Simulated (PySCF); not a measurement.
Consider C₅H₁₁Al.

```yaml
atoms:
  - { symbol: C, position_ang: [1.9018, 0.8039, 0.1973] }
  - { symbol: C, position_ang: [1.6407, -0.3628, 0.8849] }
  - { symbol: C, position_ang: [1.5700, -1.6745, 0.2983] }
  - { symbol: Al, position_ang: [0.1603, -0.5271, -0.7015] }
  - { symbol: C, position_ang: [-1.6344, -0.2087, 0.0407] }
  - { symbol: C, position_ang: [-2.2179, 1.1754, -0.2510] }
  - { symbol: H, position_ang: [2.4546, 0.7948, -0.7477] }
  - { symbol: H, position_ang: [1.7668, 1.7724, 0.6827] }
  - { symbol: H, position_ang: [1.1715, -0.2478, 1.8722] }
  - { symbol: H, position_ang: [2.3014, -1.9169, -0.4829] }
  - { symbol: H, position_ang: [1.3262, -2.5055, 0.9643] }
  - { symbol: H, position_ang: [0.5731, -0.3659, -2.2262] }
  - { symbol: H, position_ang: [-2.3096, -0.9891, -0.3578] }
  - { symbol: H, position_ang: [-1.6061, -0.3891, 1.1307] }
  - { symbol: H, position_ang: [-2.2634, 1.3820, -1.3331] }
  - { symbol: H, position_ang: [-3.2427, 1.2934, 0.1404] }
  - { symbol: H, position_ang: [-1.6086, 1.9775, 0.1976] }
```

Geometry: PBE0-D3(BJ)/def2-SVP.

All numbers below come from PBE0/pcSseg-1, SCF density, gas phase, non-relativistic in PySCF 2.14.0.

Question: What can the converged electron density and electron localisation function tell about the bonding?

Answer: C–H (1.10 Å): ρ at the midpoint is about 1.9 e/Å³; the ELF climbs to about 1 towards the hydrogen, as it does in any bond to H: a covalent bond by its length.
C–Al (2.07 Å): ρ at the midpoint is about 0.53 e/Å³; the ELF peaks at about 0.90 between the atoms: a polar covalent bond.

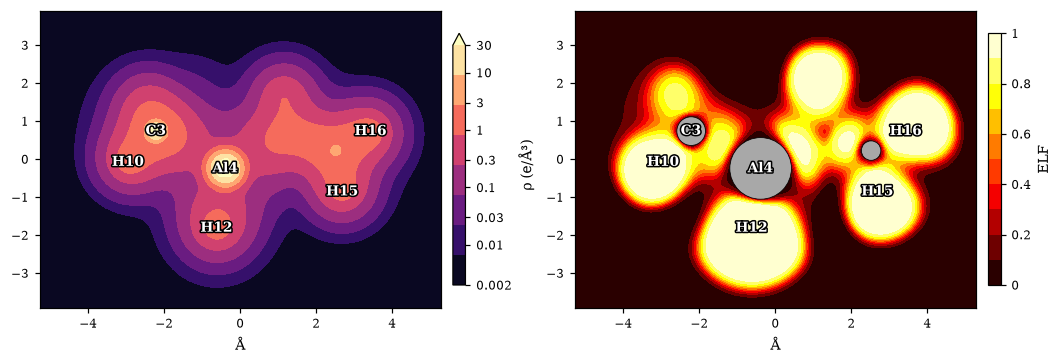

Computed electron density and electron localisation function on the plane of atoms C3, Al4 and H12, in this order. Grey discs cover the atomic cores in the ELF map. 
